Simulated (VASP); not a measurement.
Band structure of W (bcc). All values below come from vdW-DF2, VASP's PBE PAW potentials (set 64) (plane waves; VASP).

Unless said otherwise, spin-orbit coupling is left out, though it shifts the bands of the heavy elements here.

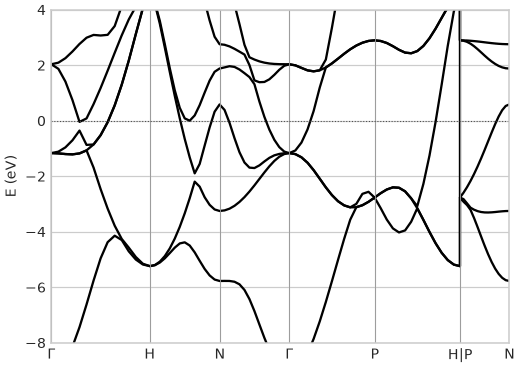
Figure: Bands along high-symmetry lines, zero at the valence-band maximum or, without a gap, the Fermi level

Problem. Read the plot: is there a gap, and where are the band edges?

Solution. It has no gap at this level: it comes out as a metal or semimetal. (Edges off the drawn lines would not show.)

The compound is W in the bcc structure. It was relaxed first, which changed the volume by +8 %.
